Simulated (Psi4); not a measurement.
# r2SCAN/def2-SVP run of CH3BF3Ge+ (SMILES [CH3][Ge+]([F])[B](F)F)

What is the vertical ionisation energy of CH3BF3Ge+ at r2SCAN/def2-SVP? 

Program for the calculation: Psi4 1.11.

2 further runs of the same task are left out: 2 set aside as unsound or not needed.

### 1 Starting point

The species is CH3BF3Ge+ (9 atoms), meant as a singlet with charge +1. SMILES: `[CH3][Ge+]([F])[B](F)F`. Geometry: a GFN2-xTB relaxation, a rough one for these elements and not checked as a minimum.

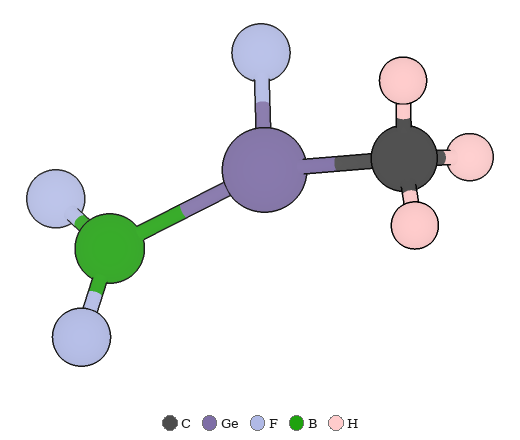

Viewed from a chosen angle; carbon dark grey, germanium purple, fluorine light blue, boron green, hydrogen pink.

### 2 The energy at r2SCAN/def2-SVP

File ch3bf3ge.in:

```
memory 1600 mb

molecule molecule1 {
  1 1
  C
  Ge 1 R2
  F 2 R3 1 A3
  B 2 R4 3 A4 1 D4
  F 4 R5 2 A5 3 D5
  F 4 R6 5 A6 2 D6
  H 1 R7 2 A7 3 D7
  H 1 R8 7 A8 2 D8
  H 1 R9 7 A9 8 D9

  R2 = 2.003447
  R3 = 1.729371
  A3 = 103.76596
  R4 = 2.228337
  A4 = 101.29543
  D4 = 179.92865
  R5 = 1.274379
  A5 = 115.3229
  D5 = 3.0259
  R6 = 1.276445
  A6 = 125.18282
  D6 = 179.91837
  R7 = 1.091959
  A7 = 111.81238
  D7 = 176.29358
  R8 = 1.09671
  A8 = 110.937
  D8 = 119.50696
  R9 = 1.096794
  A9 = 110.66542
  D9 = 121.01609
  units angstrom
  symmetry c1
  no_reorient
  no_com
}

set globals {
  basis def2-SVP
  puream true
  e_convergence 1e-09
  d_convergence 1e-08
  scf_type pk
  dft_radial_points 99
  dft_spherical_points 590
}

result, w = energy("r2scan", return_wfn=True)
oeprop(w, "WIBERG_LOWDIN_INDICES", "MAYER_INDICES", "DIPOLE", title="R2SCAN")
```

Command:

```sh
psi4 ch3bf3ge.in ch3bf3ge.out -n 1
```

ch3bf3ge.out, shortened:

```text
[...]
  Running in c1 symmetry.
[...]
  Nuclear repulsion =  431.116030251752250
[...]
  Multiplicity = 1
[...]
  Nalpha       = 36
  Nbeta        = 36
[...]
    Number of basis functions: 117
[...]
   @RKS iter   1: -2439.14350817196282   -2.21576e+00   2.03682e-02 DIIS/ADIIS
[...]
   @RKS iter  13: -2440.41651028284014   -1.40972e-11   7.41282e-09 DIIS
[...]
    Orbital Energies [Eh]
    ---------------------
    Doubly Occupied:
       1A   -398.403983     2A    -49.867760     3A    -44.371900
       4A    -44.368640     5A    -44.367109     6A    -24.735147
       7A    -24.734206     8A    -24.690146     9A    -10.280131
      10A     -6.994339    11A     -6.450942    12A     -4.612476
      13A     -4.603174    14A     -4.596217    15A     -1.430194
      16A     -1.418879    17A     -1.413990    18A     -1.413496
      19A     -1.408123    20A     -1.407258    21A     -1.385336
      22A     -1.293181    23A     -0.880970    24A     -0.756381
      25A     -0.727832    26A     -0.717243    27A     -0.675408
      28A     -0.666855    29A     -0.616969    30A     -0.604771
      31A     -0.600260    32A     -0.598258    33A     -0.584913
      34A     -0.576157    35A     -0.569502    36A     -0.505187
[...]
  @RKS Final Energy: -2440.41651028284014
   => Energetics <=
    Nuclear Repulsion Energy =            431.1160302517522496
    One-Electron Energy =               -4240.6805008501960401
    Two-Electron Energy =                1489.7614413745448019
    DFT Exchange-Correlation Energy =    -120.6134810589412183
    Empirical Dispersion Energy =           0.0000000000000000
    VV10 Nonlocal Energy =                  0.0000000000000000
    Total Energy =                      -2440.4165102828401359
[...]
 Multipole Moments:
 ------------------------------------------------------------------------------------
     Multipole            Electronic (a.u.)      Nuclear  (a.u.)        Total (a.u.)
 ------------------------------------------------------------------------------------
 L = 1.  Multiply by 2.5417464519 to convert [e a0] to [Debye]
 Dipole X            :         -0.0007162            0.0061290            0.0054128
 Dipole Y            :          0.8109698           -0.0932987            0.7176712
 Dipole Z            :          5.9267640           -7.4281188           -1.5013548
 Magnitude           :                                                    1.6640755
[...]
```

Wall time 1.9 min (1 thread of Intel Xeon Platinum 8259CL at 2.50GHz (Skylake/Cascade Lake), shared host); peak memory 0.74 GiB.

### 3 Doublet [CH3BF3Ge]2+: energy and gradient at U-r2SCAN/def2-SVP

File job.in:

```
memory 1600 MB

molecule system {
  2 2
  C
  Ge 1 r2
  F 2 r3 1 a3
  B 2 r4 3 a4 1 d4
  F 4 r5 2 a5 3 d5
  F 4 r6 5 a6 2 d6
  H 1 r7 2 a7 3 d7
  H 1 r8 7 a8 2 d8
  H 1 r9 7 a9 8 d9

  r2 = 2.003447
  r3 = 1.729371
  a3 = 103.76596
  r4 = 2.228337
  a4 = 101.29543
  d4 = 179.92865
  r5 = 1.274379
  a5 = 115.3229
  d5 = 3.0259
  r6 = 1.276445
  a6 = 125.18282
  d6 = 179.91837
  r7 = 1.091959
  a7 = 111.81238
  d7 = 176.29358
  r8 = 1.09671
  a8 = 110.937
  d8 = 119.50696
  r9 = 1.096794
  a9 = 110.66542
  d9 = 121.01609
  units angstrom
  symmetry c1
  no_reorient
  no_com
}

set {
  basis def2-SVP
  reference uks
  puream true
  e_convergence 1e-09
  d_convergence 1e-08
  scf_type pk
  dft_radial_points 99
  dft_spherical_points 590
  maxiter 100
}

energy_value, wavefunction = gradient("r2scan", return_wfn=True)
oeprop(wavefunction, "MULLIKEN_CHARGES", "WIBERG_LOWDIN_INDICES", "QUADRUPOLE", title="R2SCAN")
print_variables()
```

Command:

```sh
psi4 -n 1 job.in job.out
```

job.out, shortened:

```text
[...]
  Running in c1 symmetry.
[...]
  Nuclear repulsion =  431.116030251752250
[...]
  Multiplicity = 2
[...]
  Nalpha       = 36
  Nbeta        = 35
[...]
    Number of basis functions: 117
[...]
   @UKS iter   1: -2438.45484594039635   -1.52710e+00   2.06910e-02 ADIIS/DIIS
[...]
   @UKS iter  17: -2439.79968247909164    0.00000e+00   7.46905e-09 DIIS
[...]
   @S^2 Observed:                7.580288682E-01
[...]
  @UKS Final Energy: -2439.79968247909164
   => Energetics <=
    Nuclear Repulsion Energy =            431.1160302517522496
    One-Electron Energy =               -4222.6336392737593997
    Two-Electron Energy =                1471.9205902511864679
    DFT Exchange-Correlation Energy =    -120.2026637082709470
    Empirical Dispersion Energy =           0.0000000000000000
    VV10 Nonlocal Energy =                  0.0000000000000000
    Total Energy =                      -2439.7996824790916435
[...]
  -Total Gradient:
     Atom            X                  Y                   Z
    ------   -----------------  -----------------  -----------------
       1        0.000429009574    -0.010016330299     0.028391253089
       2       -0.000102809731     0.042376762777     0.014860012555
       3        0.000003317020    -0.022380140910     0.001842437727
       4        0.000053896800    -0.031217276083    -0.062712167078
       5       -0.000447634451     0.016785351258     0.021092542213
       6        0.000422822132     0.003262444901     0.025851650418
       7        0.000749702744    -0.013727157806    -0.006601636405
       8        0.013785023015     0.008406976270    -0.011570329213
       9       -0.014911610606     0.006464941114    -0.011181669781
[...]
  Mulliken Charges: (a.u.)
   Center  Symbol    Alpha    Beta     Spin     Total
       1     C     3.26034  2.93730  0.32304 -0.19764
       2    GE    15.61183 15.43023  0.18160  0.95795
       3     F     4.66152  4.48691  0.17461 -0.14843
       4     B     2.37001  2.23705  0.13296  0.39294
       5     F     4.47127  4.38924  0.08203  0.13949
       6     F     4.48001  4.38837  0.09163  0.13162
       7     H     0.38275  0.38435 -0.00160  0.23290
       8     H     0.38132  0.37290  0.00842  0.24579
       9     H     0.38096  0.37365  0.00732  0.24539
   Total alpha = 36.00000, Total beta = 35.00000, Total charge =  2.00000
[...]
```

Run time: 3.5 min. Hardware: 1 thread of Intel Xeon Platinum 8259CL at 2.50GHz (Skylake/Cascade Lake), shared host; peak memory 0.74 GiB.

### 4 Results

At r2SCAN/def2-SVP:

| quantity | value |
| --- | --- |
| singlet CH3BF3Ge+: total energy | -2440.41651 Eh |
| singlet CH3BF3Ge+: HOMO energy | -13.75 eV |
| singlet CH3BF3Ge+: LUMO energy | -9.76 eV |
| singlet CH3BF3Ge+: HOMO–LUMO gap | 3.99 eV |
| doublet [CH3BF3Ge]2+: total energy | -2439.79968 Eh |
| doublet [CH3BF3Ge]2+: HOMO energy (highest over α and β) | -20.98 eV |
| doublet [CH3BF3Ge]2+: LUMO energy (lowest over α and β) | -19.76 eV |
| doublet [CH3BF3Ge]2+: ⟨S²⟩ | 0.758 |
| doublet [CH3BF3Ge]2+: largest force on an atom | 3.602 eV/Å |
| vertical ionisation energy (to the doublet dication) | 16.785 eV |

What this shows: The vertical ionisation energy comes to 16.78 eV (387 kcal/mol). The negative HOMO energy of the first species, 13.75 eV, lies 3.04 eV below that difference. Mulliken charges (doublet [CH3BF3Ge]2+) run from -0.20 on C1 to +0.96 on Ge2.
